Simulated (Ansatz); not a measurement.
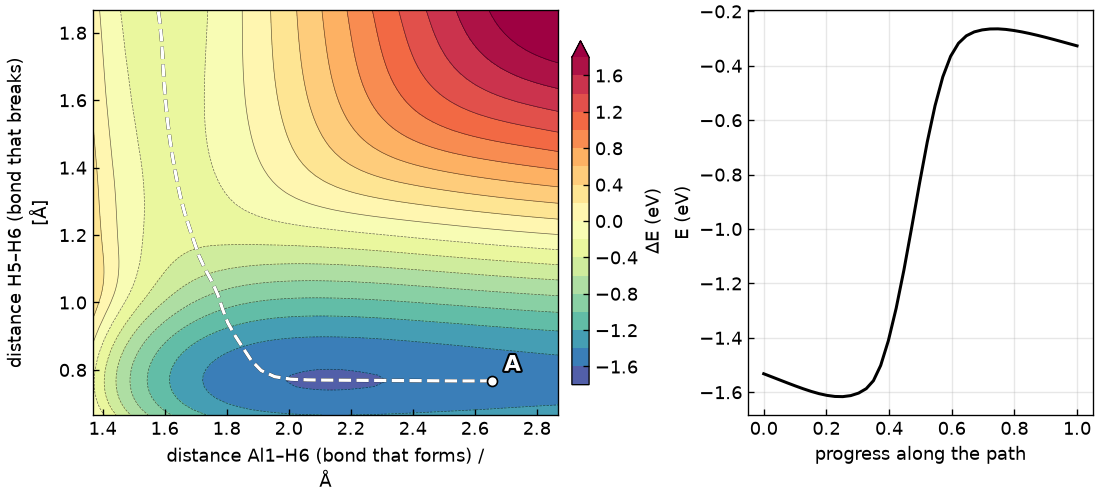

The reacting system AlClF2H2 (fragments AlClF₂ + H₂ where the first distance is long, AlClF₂H₂ where the second is long). The first coordinate is: distance Al1–H6 (bond that forms); the second: distance H5–H6 (bond that breaks). Relaxed at each point: all other coordinates. The scan uses a 9 × 9 grid. Points are written as (first, second). All energies are given in eV relative to a guessed transition structure relaxed with its forming and breaking bonds held. The reference is spin-restricted, so regions where a bond is pulled apart into radicals lie too high. The calculation used Ansatz, RKS r2SCAN-D4/def2-SVP.

In the figure: filled contours, a line along the lowest path, one colour for all values above the top of the scale, the energy along the path at the right, the start A. Between grid points the surface is interpolated.

Describe the path and its barrier.

Answer. The easiest path runs from the side where the first distance is long, (2.637 Å, 0.755 Å), to the side where the second distance is long, about (1.58 Å, 1.87 Å). Its highest point, at about (1.63 Å, 1.43 Å), lies about 1.3 eV above the start and 0.062 eV above the end on the interpolated surface. An end on the edge of the scan is no minimum, so the barrier from there is a lower bound. On the way it dips to about 0.084 eV below the lower end.
